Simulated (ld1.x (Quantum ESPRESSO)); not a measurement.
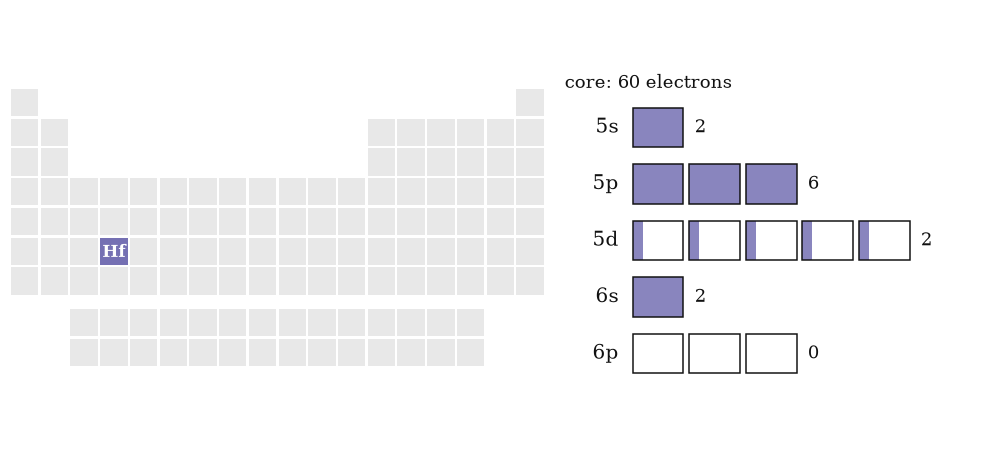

*Left, the place of hafnium in the periodic table; right, the valence shells of the reference configuration: a box for each of the 2l + 1 orbitals, shaded by the share of the shell that is filled, with the electron count at the right.*

Run report: Hf, pseudopotential generation

System: hafnium (Hf, Z = 72), core [Kr] 4d10 4f14, reference valence 5s2 5p6 5d2 6s2 6p0, valence charge 12.
Method: ultrasoft potential, PBEsol, scalar-relativistic, made with ld1.x (Quantum ESPRESSO) 7.5.

### The input
```
 &input
   title='Hf', zed=72., rel=1, dft='PBESOL', iswitch=3,
   config='[Xe] 4f14 5d2 5f-2 6s2 6p0',
   nld=4, rlderiv=3.25, eminld=-7.0, emaxld=5.0, deld=0.02
 /
 &inputp
   pseudotype=3, tm=.true., lloc=-2, rcloc=2.30,
   nlcc=.true.,
   file_pseudopw='Hf.UPF', file_wfcaegen='ae.wfc', file_wfcncgen='nc.wfc', file_beta='beta', file_chi='chi', file_wfcusgen='us.wfc'
 /
8
5S  1  0   2.00   0.00  1.45  1.75  0.0
6S  2  0   2.00   0.00  1.45  1.75  0.0
5P  2  1   6.00   0.00  1.75  1.90  0.0
6P  3  1   0.00   0.00  1.75  1.90  0.0
5D  3  2   2.00   0.00  2.15  3.00  0.0
5D  3  2   0.00   3.65  2.15  3.00  0.0
5F  4  3  -2.00  -0.05  2.35  2.90  0.0
5F  4  3  -2.00   2.20  2.35  2.90  0.0
 &test
   configts(1)='5s2 5p6 5d2 6s2 6p0'
 /
```

Run as:
```bash
ld1.x < Hf.in > Hf.out
```

### The program's output
```
     Program LD1 v.7.5
     --------------------------- All-electron run ----------------------------

     Hf
     scalar relativistic calculation

     atomic number is 72.00
     dft =PBESOL   lsd =0 sic =0 latt =0  beta=0.20 tr2=1.0E-14
     Exchange-correlation= PBESOL
                           (   1   4  10   8   0   0   0)
     mesh =1271 r(mesh) =  99.31870 a.u. xmin = -7.00 dx = 0.01250
     1 Ry =  13.60569312 eV, c = 137.03599908

     n l     nl                  e(Ry)          e(Ha)          e(eV)
     1 0     1S 1( 2.00)     -4796.7939     -2398.3969    -65263.7055
     2 0     2S 1( 2.00)      -820.3622      -410.1811    -11161.5962
     2 1     2P 1( 6.00)      -720.3752      -360.1876     -9801.2035
     3 0     3S 1( 2.00)      -186.9045       -93.4523     -2542.9654
     3 1     3P 1( 6.00)      -157.0399       -78.5200     -2136.6369
     4 0     4S 1( 2.00)       -37.6315       -18.8158      -512.0027
     4 1     4P 1( 6.00)       -27.8339       -13.9169      -378.6989
     3 2     3D 1(10.00)      -121.6905       -60.8453     -1655.6841
     5 0     5S 1( 2.00)        -4.9274        -2.4637       -67.0408
     5 1     5P 1( 6.00)        -2.6158        -1.3079       -35.5894
     4 2     4D 1(10.00)       -15.1783        -7.5891      -206.5111
     4 3     4F 1(14.00)        -1.2392        -0.6196       -16.8599
     5 2     5D 1( 2.00)        -0.1995        -0.0997        -2.7141
     6 0     6S 1( 2.00)        -0.3771        -0.1885        -5.1307
     6 1     6P 1( 0.00)        -0.1007        -0.0503        -1.3700

     final scf error:  6.9E-15 reached in  28 iterations

     Etot =  -30147.327533 Ry,  -15073.663767 Ha, -410175.286894 eV

     Ekin =   33034.001472 Ry,   16517.000736 Ha,  449450.486647 eV
     Encl =  -74387.071457 Ry,  -37193.535729 Ha,-1012087.666563 eV
     Eh   =   11811.775690 Ry,    5905.887845 Ha,  160707.395271 eV
     Exc  =    -606.033237 Ry,    -303.016619 Ha,   -8245.502249 eV

     normalization and overlap integrals

     s(1S/1S) =  1.000000  <r> =   0.0190  <r2> =    0.0005  r(max) =   0.0120
     s(2S/2S) =  1.000000  <r> =   0.0804  <r2> =    0.0076  r(max) =   0.0679
     s(2P/2P) =  1.000000  <r> =   0.0717  <r2> =    0.0063  r(max) =   0.0556
     s(3S/3S) =  1.000000  <r> =   0.2087  <r2> =    0.0498  r(max) =   0.1917
     s(3P/3P) =  1.000000  <r> =   0.2086  <r2> =    0.0504  r(max) =   0.1893
     s(4S/4S) =  1.000000  <r> =   0.4683  <r2> =    0.2477  r(max) =   0.4375
     s(4P/4P) =  1.000000  <r> =   0.4978  <r2> =    0.2820  r(max) =   0.4599
     s(3D/3D) =  1.000000  <r> =   0.1890  <r2> =    0.0419  r(max) =   0.1550
     s(5S/5S) =  1.000000  <r> =   1.1347  <r2> =    1.4492  r(max) =   1.0109
     s(5P/5P) =  1.000000  <r> =   1.3424  <r2> =    2.0513  r(max) =   1.1599
     s(4D/4D) =  1.000000  <r> =   0.5353  <r2> =    0.3325  r(max) =   0.4716
     s(4F/4F) =  1.000000  <r> =   0.6774  <r2> =    0.5955  r(max) =   0.4542
     s(5D/5D) =  1.000000  <r> =   2.5039  <r2> =    7.8670  r(max) =   1.6876
     s(6S/6S) =  1.000000  <r> =   3.4362  <r2> =   13.4643  r(max) =   2.8888
     s(6P/6P) =  1.000000  <r> =   5.0709  <r2> =   30.0624  r(max) =   4.0484

     ------------------------ End of All-electron run ------------------------

     --------------------- Generating US pseudopotential ---------------------

      Generating local potential from pseudized AE potential:
      Matching radius rcloc =   2.3000
      Enforcing V''(0)=0 (lloc=-2)

      Local pseudo, rcloc= 2.278 Estimated cut-off energy=     6.36 Ry

      Computing core charge for nlcc:

       r > 0.90 : true rho core
       r < 0.90 : rho core = a sin(br)/r    a=  30.65  b=   2.92

      Integrated core pseudo-charge :  13.61

      Wfc   5S  rcut= 1.453  Using Troullier-Martins method
      Wfc-us  5S rcutus= 1.730  Estimated cut-off energy=    18.17 Ry

      Wfc   6S  rcut= 1.453  Using Troullier-Martins method
      Wfc-us  6S rcutus= 1.730  Estimated cut-off energy=    36.05 Ry

      Wfc   5P  rcut= 1.730  Using Troullier-Martins method
      Wfc-us  5P rcutus= 1.912  Estimated cut-off energy=    22.90 Ry

      Wfc   6P  rcut= 1.730  Using Troullier-Martins method
      Wfc-us  6P rcutus= 1.912  Estimated cut-off energy=    40.46 Ry

      Wfc   5D  rcut= 2.167  Using Troullier-Martins method
      Wfc-us  5D rcutus= 2.999  Estimated cut-off energy=    12.84 Ry

      Wfc   5D  rcut= 2.167  Using Troullier-Martins method
      Wfc-us  5D rcutus= 2.999  Estimated cut-off energy=    14.91 Ry

      Wfc   5F  rcut= 2.336  Using Troullier-Martins method
      Wfc-us  5F rcutus= 2.925  Estimated cut-off energy=    16.25 Ry

      Wfc   5F  rcut= 2.336  Using Troullier-Martins method
      Wfc-us  5F rcutus= 2.925  Estimated cut-off energy=    19.46 Ry
           3        1272        1271   99.318700937059646

 %%%%%%%%%%%%%%%%%%%%%%%%%%%%%%%%%%%%%%%%%%%%%%%%%%%%%%%%%%%%%%%%%%%%%%%%%%%%%%
     Error in routine compute_chi (1):
     n is too large
 %%%%%%%%%%%%%%%%%%%%%%%%%%%%%%%%%%%%%%%%%%%%%%%%%%%%%%%%%%%%%%%%%%%%%%%%%%%%%%

     stopping ...
```

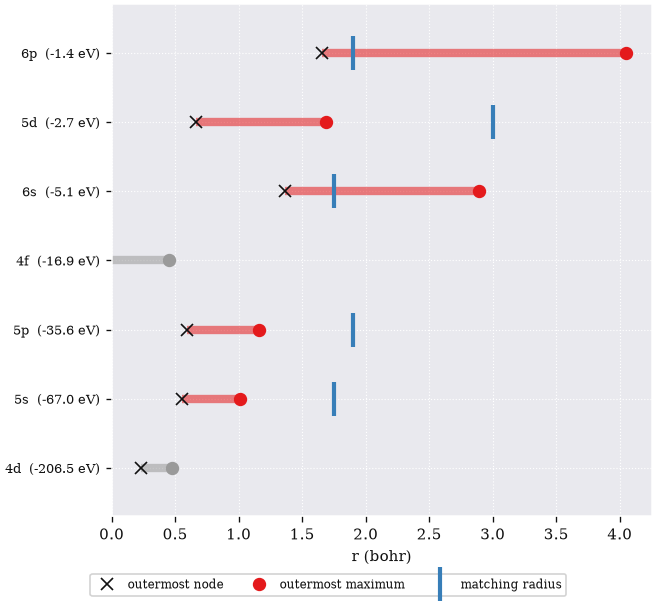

*Outer shells of the all-electron reference atom: each bar runs from the outermost node (or the nucleus) to the outermost maximum of u(r); the tick is the radius chosen for the pseudo-wave. Shells without a tick have no pseudo-wave of their own. Levels, nodes and maxima are from ld1.x, scalar-relativistic.*

- Radii against the shells: 5s: 1.75 bohr, outside the maximum; 5p: 1.90 bohr, outside the maximum; 6s: 1.75 bohr, between node and maximum; 5d: 3.00 bohr, outside the maximum; 6p: 1.90 bohr, between node and maximum.

### Outcome

| quantity | value |
| --- | --- |
| outcome | ended with an error |
| hardware | 1 CPU thread, shared host |

### Diagnosis

The generator stopped with the message “compute_chi: n is too large”. In words: the routine that builds χ = (ε − T − V_loc)φ ran off the radial mesh.
